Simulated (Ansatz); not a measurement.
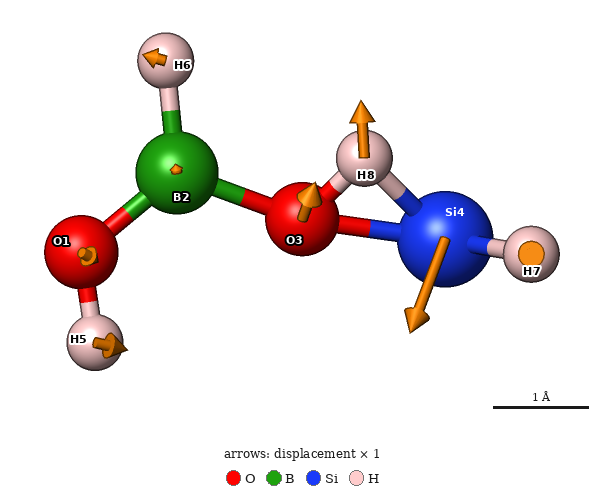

This is a relaxation of BSiH4O2 (charge +1). The starting structure is drawn; orange arrows show the displacements, at their true length. The two geometries are superimposed by the best rigid fit.

A ball-and-stick model, seen face on.

It is one of the separated reactants of a reaction.

All numbers below come from Ansatz, RKS PBE-D4/def2-SVP. Settings: force threshold 0.03 eV/Å; at most 250 steps.

### Which element moves most?

Silicon: up to 1.19 Å, against 0.62 Å for hydrogen.

### What did the optimiser do to the structure, and how much energy did it gain?

The largest move after the best rigid fit is that of Si4, 1.19 Å. By element the largest moves are Si 1.19 Å, H 0.62 Å, O 0.52 Å, B 0.10 Å. Some distances before and after: Si4–H8 1.349 → 2.525 Å, O3–Si4 1.546 → 1.888 Å, Si4–H7 1.469 → 1.533 Å, B2–O3 1.427 → 1.489 Å. Bonds break, among them: Si4–H8 (1.35 → 2.52 Å). Among the angles between lasting bonds that change: Si4–O3–H8 59.7° → 119.5°, B2–O3–Si4 167.9° → 128.8°, O3–Si4–H7 118.1° → 88.2°. Over 12 accepted moves (13 points after the start) the energy falls by 503.3 kJ/mol. Largest force component: 16 eV/Å at the start, 0.0062 eV/Å at the end. The line search rejected the trial step at point 10 of the run.
